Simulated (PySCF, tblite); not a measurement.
# Sulfuric acid (H2SO4): isotopologues and vibrational averages, part 2 of 2

PySCF and tblite. Atoms count from 0. The steps go on from the part before.

## 8. Displacements along the modes, 17O at atom 0

Job settings and geometry (Å):

```
{"job": {"xc": "B3LYP", "basis": "pcSseg-1", "grid": 2, "temperatures": [200, 350], "kind": "vib", "mass_numbers": [17, 32, 16, 16, 16, 1, 1]}, "charge": 0, "multiplicity": 1}
O     -1.166124    -0.042454     1.255277
S     -0.459089    -0.144410    -0.005966
O     -1.022793    -0.652357    -1.241015
O      0.153534     1.326932    -0.382415
O      0.906386    -0.983921     0.329712
H      0.316920     1.804296     0.452937
H      1.284501    -1.288470    -0.516841
```

Standard output:

```text
mode    cm-1    km/mol   phi_rrr   E(+)/cm-1  E(-)/cm-1
  1    245.61    87.14      55.9      66.57      62.24
  2    315.15    65.29       2.5      91.99      92.05
  3    346.25     5.30       4.9      62.37      62.42
  4    412.57    26.62     -68.0      75.26      80.91
  5    455.65    47.85       1.7      82.28      82.36
  6    496.52    50.57     -13.3      88.90      89.92
  7    505.12    23.46       1.1      90.98      90.90
  8    756.34   112.12    -152.5     130.81     141.80
  9    813.66   334.31       0.5     146.70     146.65
 10   1129.25   153.00     177.5     211.93     198.34
 11   1137.76    73.40     -52.8     204.07     208.44
 12   1148.00   124.59      99.1     210.56     203.48
 13   1401.07   280.05      36.1     253.70     251.19
 14   3696.97   217.68     140.8     674.71     664.47
 15   3701.25    57.44    1795.3     734.66     606.20
```

Run time: 6.2 min. Hardware: 1 thread of Arm Neoverse N1, shared host; peak memory 0.46 GiB.

## 9. Vibrational averages by isotopologue

Job settings and geometry (Å):

```
{"job": {"xc": "B3LYP", "basis": "pcSseg-1", "grid": 2, "temperatures": [200, 350], "kind": "iso"}, "charge": 0, "multiplicity": 1}
O     -1.166124    -0.042454     1.255277
S     -0.459089    -0.144410    -0.005966
O     -1.022793    -0.652357    -1.241015
O      0.153534     1.326932    -0.382415
O      0.906386    -0.983921     0.329712
H      0.316920     1.804296     0.452937
H      1.284501    -1.288470    -0.516841
```

Standard output:

```text
parent
  Be/MHz 4838.204 4777.28 4592.845
  B0/MHz 4814.269 4722.409 4577.699
  ZPE/cm-1 8300.5
  <sigma>(0 K)/ppm 57.233 129.739 57.230 78.228 78.345 25.464 25.462
2H at atom 5
  Be/MHz 4798.177 4594.609 4456.432
  B0/MHz 4777.422 4544.353 4437.916
  ZPE/cm-1 7599.9
  <sigma>(0 K)/ppm 57.581 129.918 58.051 80.203 78.207 25.578 25.460
34S at atom 1
  Be/MHz 4836.207 4775.334 4592.845
  B0/MHz 4812.525 4720.719 4577.898
  ZPE/cm-1 8273.5
  <sigma>(0 K)/ppm 57.323 129.797 57.319 78.283 78.399 25.465 25.463
34S at atom 1, 2H at atom 5
  Be/MHz 4796.152 4592.484 4456.177
  B0/MHz 4775.648 4542.48 4437.856
  ZPE/cm-1 7572.8
  <sigma>(0 K)/ppm 57.670 129.977 58.141 80.255 78.267 25.579 25.462
17O at atom 0
  Be/MHz 4774.646 4715.601 4517.287
  B0/MHz 4743.59 4669.965 4501.651
  ZPE/cm-1 8280.6
  <sigma>(0 K)/ppm 57.392 129.804 57.263 78.254 78.365 25.464 25.462
```

Run time: 39 min. Hardware: 1 thread of Arm Neoverse N1, shared host; peak memory 0.56 GiB. This counts the whole study up to here.

Rotational constants (MHz) at equilibrium and in the ground state:

| isotopologue | Be | B0 | zero-point change (cm⁻¹) |
| --- | --- | --- | --- |
| parent | 4838.2, 4777.3, 4592.8 | 4814.3, 4722.4, 4577.7 | 0.0 |
| 2H at atom 5 | 4798.2, 4594.6, 4456.4 | 4777.4, 4544.4, 4437.9 | -700.6 |
| 34S at atom 1 | 4836.2, 4775.3, 4592.8 | 4812.5, 4720.7, 4577.9 | -27.1 |
| 34S at atom 1, 2H at atom 5 | 4796.2, 4592.5, 4456.2 | 4775.6, 4542.5, 4437.9 | -727.7 |
| 17O at atom 0 | 4774.6, 4715.6, 4517.3 | 4743.6, 4670.0, 4501.7 | -20.0 |

Shieldings of the first species (ppm): at equilibrium, the vibrational parts at 0 K, and the averages:

| atom | equilibrium | anharmonic | harmonic | 0 K | 200 K | 350 K |
| --- | --- | --- | --- | --- | --- | --- |
| O0 | 74.49 | -7.71 | -9.55 | 57.23 | 55.84 | 52.49 |
| S1 | 139.57 | -5.72 | -4.10 | 129.74 | 129.13 | 127.76 |
| O2 | 74.49 | -7.71 | -9.55 | 57.23 | 55.85 | 52.52 |
| O3 | 94.36 | 0.44 | -16.57 | 78.23 | 77.34 | 75.20 |
| O4 | 94.35 | 0.69 | -16.69 | 78.34 | 77.46 | 75.35 |
| H5 | 26.06 | 0.31 | -0.90 | 25.46 | 25.43 | 25.36 |
| H6 | 26.06 | 0.32 | -0.91 | 25.46 | 25.43 | 25.36 |

Isotope effects on the shieldings at 0 K (ppb; positive means more shielded):

| atom | 2H at atom 5 | 34S at atom 1 | 34S at atom 1, 2H at atom 5 | 17O at atom 0 |
| --- | --- | --- | --- | --- |
| O0 | 348 | 90 | 438 | 159 |
| S1 | 179 | 58 | 238 | 66 |
| O2 | 821 | 90 | 912 | 33 |
| O3 | 1974 | 55 | 2027 | 25 |
| O4 | -138 | 54 | -78 | 20 |
| H5 | 114 | 1 | 115 | 1 |
| H6 | -2 | 1 | -1 | 0 |

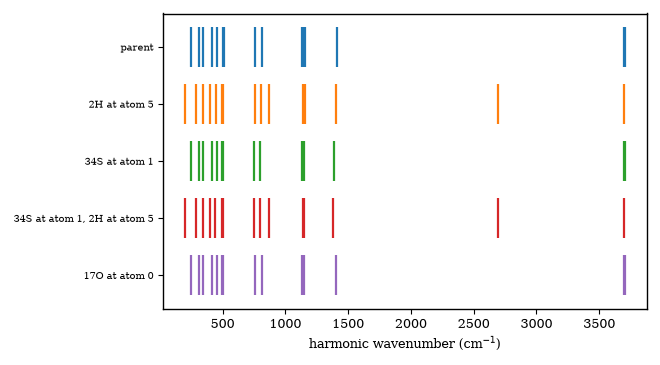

Harmonic wavenumbers of each isotopologue.

## 10. Tight optimisation and Hessian, xc KT2; basis cc-pVDZ; hess_step 0.01

Job settings and geometry (Å):

```
{"job": {"xc": "KT2", "basis": "cc-pVDZ", "grid": 2, "temperatures": [200, 350], "j": false, "hess_step": 0.01, "kind": "geom"}, "charge": 0, "multiplicity": 1}
O     -1.136962    -0.008389     1.196954
S     -0.401261    -0.126036    -0.007061
O     -0.976864    -0.662508    -1.184235
O      0.197300     1.301634    -0.347370
O      0.926333    -0.938254     0.293424
H      0.212350     1.794203     0.471455
H      1.192439    -1.341034    -0.531476
```

Standard output:

```text
step   0  E = -19254.5224674 eV  max force = 3.26438
step   1  E = -19254.8367447 eV  max force = 0.23171
step   2  E = -19254.8401927 eV  max force = 0.10818
step   3  E = -19254.8411130 eV  max force = 0.01474
step   4  E = -19254.8411838 eV  max force = 0.04518
step   5  E = -19254.8412161 eV  max force = 0.03143
step   6  E = -19254.8412224 eV  max force = 0.02181
step   7  E = -19254.8412386 eV  max force = 0.00317
step   8  E = -19254.8412389 eV  max force = 0.00147
step   9  E = -19254.8412389 eV  max force = 0.00147
step  10  E = -19254.8412389 eV  max force = 0.00102
harmonic wavenumbers (cm-1): 205.8 298.4 315.2 387.4 428.2 464.8 476.9 753.9 826.5 1122.2 1127.7 1131.8 1380.6 3652.0 3655.2
```

It took 7.7 min on 1 thread of Arm Neoverse N1, shared host; peak memory 0.46 GiB.

## 11. Displacements along the modes, xc KT2; basis cc-pVDZ; hess_step 0.01; parent

Job settings and geometry (Å):

```
{"job": {"xc": "KT2", "basis": "cc-pVDZ", "grid": 2, "temperatures": [200, 350], "j": false, "hess_step": 0.01, "kind": "vib", "mass_numbers": [16, 32, 16, 16, 16, 1, 1]}, "charge": 0, "multiplicity": 1}
O     -1.146578    -0.019625     1.270160
S     -0.434984    -0.136693    -0.006513
O     -0.994398    -0.659917    -1.256856
O      0.179013     1.339462    -0.391029
O      0.934557    -0.979277     0.337176
H      0.251762     1.792132     0.469435
H      1.223963    -1.316465    -0.530684
```

Standard output:

```text
mode    cm-1    km/mol   phi_rrr   E(+)/cm-1  E(-)/cm-1
  1    205.85    86.18      74.5      77.15      70.46
  2    298.36    38.49      12.5      88.26      87.11
  3    315.19     1.64     -18.4      55.92      57.68
  4    387.45    16.66     -48.8      70.19      75.10
  5    428.22    50.82      -0.2      77.75      77.81
  6    464.80    36.28      -8.6      83.38      84.05
  7    476.90    21.69      -1.8      85.78      85.94
  8    753.87    80.48     149.8     141.25     130.41
  9    826.53   278.69       3.4     149.10     148.85
 10   1122.24     8.02     147.9     209.65     197.69
 11   1127.66   199.40    -181.7     196.44     209.88
 12   1131.76    85.30      82.0     208.22     201.96
 13   1380.60   196.94      -0.4     248.73     248.71
 14   3651.97   149.57    -522.3     642.80     680.28
 15   3655.24    26.74    1828.3     727.35     596.86
```

Run time: 5.8 min. Hardware: 1 thread of Arm Neoverse N1, shared host; peak memory 0.46 GiB.

## 12. Displacements along the modes, xc KT2; basis cc-pVDZ; hess_step 0.01; 2H at atom 5

Job settings and geometry (Å):

```
{"job": {"xc": "KT2", "basis": "cc-pVDZ", "grid": 2, "temperatures": [200, 350], "j": false, "hess_step": 0.01, "kind": "vib", "mass_numbers": [16, 32, 16, 16, 16, 2, 1]}, "charge": 0, "multiplicity": 1}
O     -1.146578    -0.019625     1.270160
S     -0.434984    -0.136693    -0.006513
O     -0.994398    -0.659917    -1.256856
O      0.179013     1.339462    -0.391029
O      0.934557    -0.979277     0.337176
H      0.251762     1.792132     0.469435
H      1.223963    -1.316465    -0.530684
```

Standard output:

```text
mode    cm-1    km/mol   phi_rrr   E(+)/cm-1  E(-)/cm-1
  1    170.64    56.58      58.2      66.80      61.36
  2    269.20    42.10       1.5      87.44      86.94
  3    314.12     1.43      18.4      57.48      55.71
  4    367.95     8.43      44.4      70.21      65.97
  5    415.91    47.18     -15.0      75.24      76.81
  6    463.29    33.67       9.6      83.82      83.05
  7    475.68    21.51      -4.4      85.48      85.80
  8    750.25    70.42    -144.3     129.90     140.41
  9    822.73   227.55     -31.4     147.20     149.30
 10    859.50    87.93      97.7     160.05     152.34
 11   1126.44    94.57     140.9     207.82     198.09
 12   1129.55   131.77    -207.0     197.43     213.30
 13   1369.53   198.00      -8.1     246.36     247.15
 14   2658.63    52.42    1591.2     539.85     426.03
 15   3653.92    87.89    2563.3     757.43     574.39
```

Wall time 5.8 min (1 thread of Arm Neoverse N1, shared host); peak memory 0.39 GiB.

## 13. Vibrational averages by isotopologue, second settings

Job settings and geometry (Å):

```
{"job": {"xc": "KT2", "basis": "cc-pVDZ", "grid": 2, "temperatures": [200, 350], "j": false, "hess_step": 0.01, "kind": "iso"}, "charge": 0, "multiplicity": 1}
O     -1.146578    -0.019625     1.270160
S     -0.434984    -0.136693    -0.006513
O     -0.994398    -0.659917    -1.256856
O      0.179013     1.339462    -0.391029
O      0.934557    -0.979277     0.337176
H      0.251762     1.792132     0.469435
H      1.223963    -1.316465    -0.530684
```

Standard output:

```text
parent
  Be/MHz 4803.694 4736.396 4504.712
  B0/MHz 4782.749 4672.107 4498.438
  ZPE/cm-1 8113.3
  <sigma>(0 K)/ppm 65.515 240.132 65.250 89.237 89.409 26.229 26.238
2H at atom 5
  Be/MHz 4763.416 4566.928 4377.019
  B0/MHz 4746.57 4509.284 4365.246
  ZPE/cm-1 7423.7
  <sigma>(0 K)/ppm 66.001 240.273 66.179 91.387 89.306 26.356 26.238
```

It took 20 min on 1 thread of Arm Neoverse N1, shared host; peak memory 0.56 GiB. This counts the runs that the step sums up.

Rotational constants (MHz) at equilibrium and in the ground state:

| isotopologue | Be | B0 | zero-point change (cm⁻¹) |
| --- | --- | --- | --- |
| parent | 4803.7, 4736.4, 4504.7 | 4782.7, 4672.1, 4498.4 | 0.0 |
| 2H at atom 5 | 4763.4, 4566.9, 4377.0 | 4746.6, 4509.3, 4365.2 | -689.6 |

Shieldings of the first species (ppm): at equilibrium, the vibrational parts at 0 K, and the averages:

| atom | equilibrium | anharmonic | harmonic | 0 K | 200 K | 350 K |
| --- | --- | --- | --- | --- | --- | --- |
| O0 | 83.66 | -8.07 | -10.07 | 65.51 | 63.45 | 59.07 |
| S1 | 247.79 | -4.72 | -2.94 | 240.13 | 239.55 | 238.35 |
| O2 | 83.64 | -8.33 | -10.06 | 65.25 | 63.10 | 58.56 |
| O3 | 105.70 | 1.42 | -17.88 | 89.24 | 88.16 | 85.79 |
| O4 | 105.73 | 1.41 | -17.73 | 89.41 | 88.42 | 86.19 |
| H5 | 26.88 | 0.37 | -1.02 | 26.23 | 26.19 | 26.11 |
| H6 | 26.88 | 0.37 | -1.01 | 26.24 | 26.20 | 26.12 |

Isotope effects on the shieldings at 0 K (ppb; positive means more shielded):

| atom | 2H at atom 5 |
| --- | --- |
| O0 | 486 |
| S1 | 141 |
| O2 | 930 |
| O3 | 2150 |
| O4 | -102 |
| H5 | 127 |
| H6 | 0 |

## 14. Summary of results

What follows sums up all 2 parts.

| quantity | value |
| --- | --- |
| point group | C2 |
| B0 of the first species | 4814.3, 4722.4, 4577.7 MHz |
| zero-point energy | 8301 cm⁻¹ |
| zero-point change of σ(O2) | -17.26 ppm |

**Reading.** Zero-point motion changes the shielding of O0, O2 most, by -17.26 ppm. The largest secondary isotope effect is 2027 ppb on O3, 1 bond from the change (34S at atom 1, 2H at atom 5). The job flags a low mode; perturbation theory is less sure for low modes. Internal rotors are held in one well.
